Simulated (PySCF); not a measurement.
# Run report: C₆H₁₃N, NMR shielding calculation

C₆H₁₃N, SMILES NCC1CCCC1, computed with GIAO B3LYP/pcSseg-1 NMR shielding, non-relativistic, IEF-PCM chloroform (PySCF 2.14.0).

The geometry comes from this level: GFN2-xTB. Figures and captions count atoms from 1; the log counts them from 0 in places.

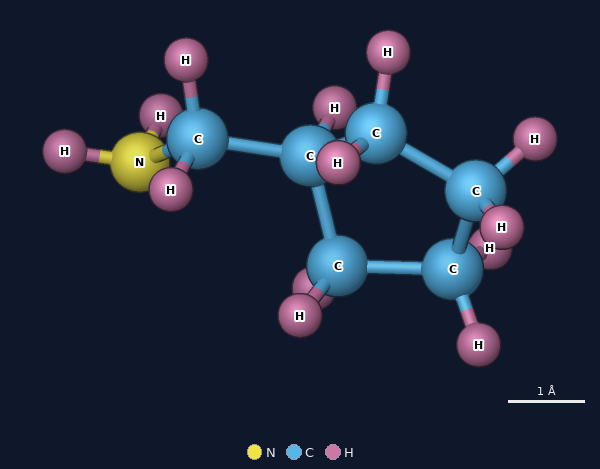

Figure 1. The structure (ball-and-stick view, seen at a tilt). Bond lengths as drawn: C–C 1.53 to 1.54 Å, C–H 1.09 to 1.11 Å, C–N 1.45 Å and H–N 1.01 to 1.02 Å.

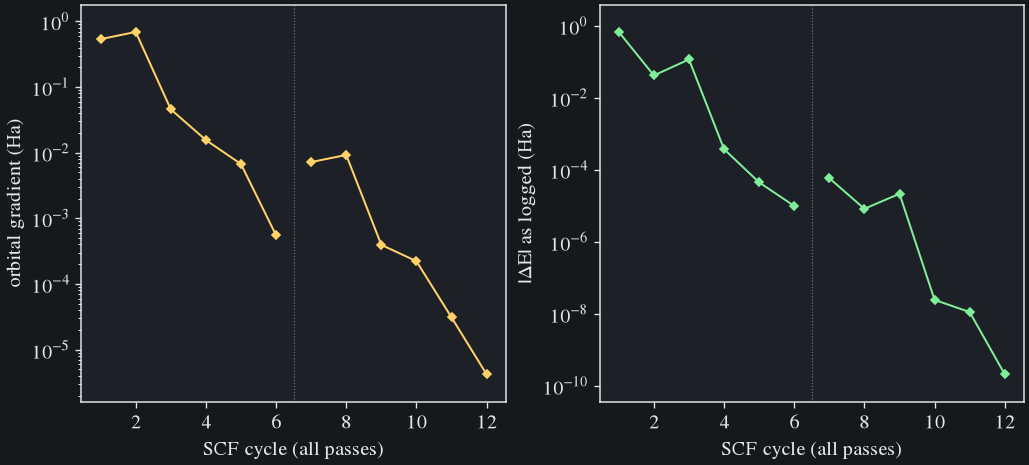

Figure 2. Convergence of the self-consistent field: orbital gradient and size of the energy change against the SCF cycle. The dotted line marks the change from a coarse to the final integration grid. The first 6 cycles use a coarse grid, the final grid takes over at cycle 7, and the field converges after 12 cycles in all.

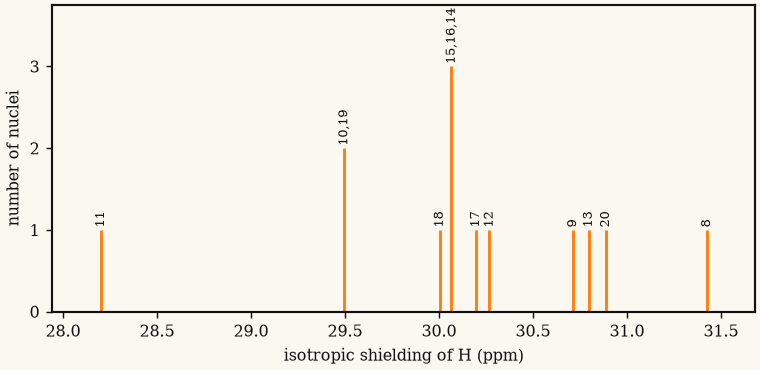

Figure 3. Isotropic shieldings of the hydrogen nuclei in this fixed geometry, labelled by atom number; shielding grows to the right, so chemical shift grows to the left. The least shielded is H11 (28.2 ppm), the most shielded H8 (31.4 ppm).

The input and output of the run follow.

## Input file
```
{"job": {"xc": "B3LYP", "basis": "pcSseg-1", "solvent": "chloroform", "kind": "nmr", "pop": false}, "charge": 0, "multiplicity": 1}
N      2.539572    -1.013569     0.172581
C      1.807347     0.241811     0.105899
C      0.320677     0.000199     0.345074
C     -0.521816     1.276273     0.280779
C     -1.956725     0.793654     0.018125
C     -1.833644    -0.655309    -0.491572
C     -0.338115    -0.883134    -0.713110
H      2.444758    -1.423359     1.096346
H      3.527223    -0.856527     0.004678
H      1.953298     0.652698    -0.897735
H      2.167327     0.993114     0.832100
H      0.194359    -0.468261     1.327390
H     -0.172286     1.891334    -0.550389
H     -0.446882     1.869227     1.191734
H     -2.450939     1.431334    -0.714025
H     -2.548048     0.826707     0.933246
H     -2.205720    -1.349866     0.262628
H     -2.407649    -0.817177    -1.402886
H     -0.050112    -1.927473    -0.619150
H     -0.042561    -0.534982    -1.703596
```

The first line tells a small driver script what to run in PySCF; the rest is the geometry in Å.

Launch command:
```bash
OMP_NUM_THREADS=1 python <driver script> task.json out
```

## Output
```
coarse grid: 15640 points
cycle   1  E = -291.0566382359  dE =  6.776e-01  |g| = 5.373e-01  |ddm| = 3.887e+00
cycle   2  E = -291.0147073568  dE =  4.193e-02  |g| = 6.915e-01  |ddm| = 1.120e+00
cycle   3  E = -291.1314753470  dE = -1.168e-01  |g| = 4.579e-02  |ddm| = 6.529e-01
cycle   4  E = -291.1318507568  dE = -3.754e-04  |g| = 1.560e-02  |ddm| = 4.675e-02
cycle   5  E = -291.1318955452  dE = -4.479e-05  |g| = 6.726e-03  |ddm| = 1.479e-02
cycle   6  E = -291.1319054751  dE = -9.930e-06  |g| = 5.526e-04  |ddm| = 4.993e-03
final grid: 148080 points
cycle   7  E = -291.1880092039  dE = -5.870e-05  |g| = 7.208e-03  |ddm| = 3.203e-02
cycle   8  E = -291.1880009173  dE =  8.287e-06  |g| = 9.245e-03  |ddm| = 1.471e-02
cycle   9  E = -291.1880225749  dE = -2.166e-05  |g| = 3.949e-04  |ddm| = 8.340e-03
cycle  10  E = -291.1880225992  dE = -2.437e-08  |g| = 2.227e-04  |ddm| = 4.824e-04
cycle  11  E = -291.1880226104  dE = -1.119e-08  |g| = 3.106e-05  |ddm| = 1.684e-04
cycle  12  E = -291.1880226106  dE = -2.093e-10  |g| = 4.218e-06  |ddm| = 3.206e-05
converged SCF energy = -291.1880226106

GIAO shielding tensors (ppm)
atom      isotropic    diamagn.    paramagn.     s11        s22        s33       span
  0 N      225.007     312.437     -87.430    182.552    242.010    250.458     67.906
  1 C      126.661     243.789    -117.128    110.130    122.582    147.271     37.141
  2 C      131.048     247.563    -116.515    104.887    134.842    153.416     48.530
  3 C      147.165     247.597    -100.432    119.062    152.318    170.116     51.054
  4 C      155.850     247.482     -91.632    125.617    169.402    172.531     46.914
  5 C      153.669     247.581     -93.912    125.511    165.196    170.300     44.789
  6 C      143.847     247.227    -103.379    122.508    146.064    162.970     40.463
  7 H       31.425      30.847       0.578     24.531     30.135     39.609     15.079
  8 H       30.712      28.190       2.522     23.185     27.459     41.493     18.308
  9 H       29.488      31.263      -1.774     25.664     29.967     32.834      7.170
 10 H       28.200      30.611      -2.411     22.040     29.462     33.099     11.058
 11 H       30.268      34.113      -3.845     27.021     29.268     34.515      7.493
 12 H       30.796      32.108      -1.312     25.817     30.372     36.198     10.381
 13 H       30.074      31.171      -1.097     25.474     28.447     36.301     10.827
 14 H       30.060      29.523       0.537     25.129     28.048     37.002     11.873
 15 H       30.066      29.900       0.165     25.003     28.176     37.017     12.014
 16 H       30.195      30.639      -0.443     25.234     28.352     37.000     11.766
 17 H       30.003      29.475       0.528     25.280     27.774     36.955     11.674
 18 H       29.501      31.392      -1.891     24.253     29.278     34.971     10.718
 19 H       30.887      32.282      -1.396     26.228     30.252     36.180      9.952
```

## Results in brief

```json
{"quantity": "outcome", "value": "converged"}
{"quantity": "total energy", "value": "−291.188023 hartree"}
{"quantity": "HOMO", "value": "−6.40 eV"}
{"quantity": "LUMO", "value": "1.19 eV"}
{"quantity": "dipole moment", "value": "1.56 D"}
{"quantity": "isotropic shielding, N", "value": "225.0 ppm"}
{"quantity": "isotropic shielding, C", "value": "126.7 to 155.8 ppm"}
{"quantity": "isotropic shielding, H", "value": "28.2 to 31.4 ppm"}
{"quantity": "hardware", "value": "1 CPU thread, shared host"}
{"quantity": "wall time", "value": "24 s"}
{"quantity": "peak memory", "value": "1.2 GiB"}
```
